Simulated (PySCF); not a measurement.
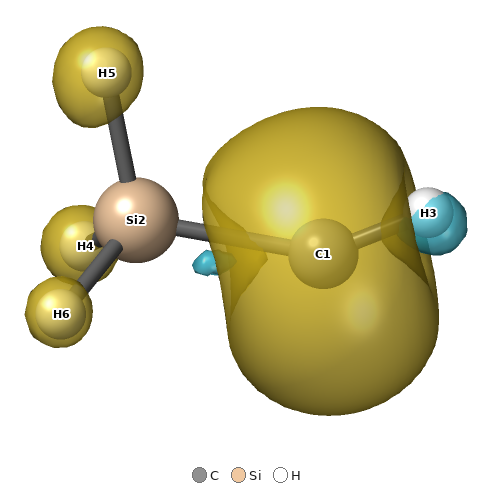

The picture shows: CH₄Si (SMILES [CH][SiH3]) (triplet). Isosurfaces of the spin density at +0.03 (yellow) and −0.03 e/Å³ (cyan), seen across its widest extent.

Geometry: GFN2-xTB.

Level of theory: PySCF 2.14.0, density-fitted response routines, UKS B3LYP, pcH-1 on C H Si, non-relativistic, mean-field spin-orbit, GIAO.

```xyz
6

C     1.2488   -0.2820    0.2654
Si   -0.5111    0.0134   -0.0261
H     2.2646   -0.0192    0.0547
H    -1.0817   -1.0573   -0.8546
H    -0.6949    1.3015   -0.7172
H    -1.2224    0.0456    1.2563
```

Describe the spin distribution.

The unpaired spin (2 electrons) lies mostly on C1 (about 1.6), Si2 (about 0.2) and H3 (about 0.1), in electrons by Hirshfeld's partition.
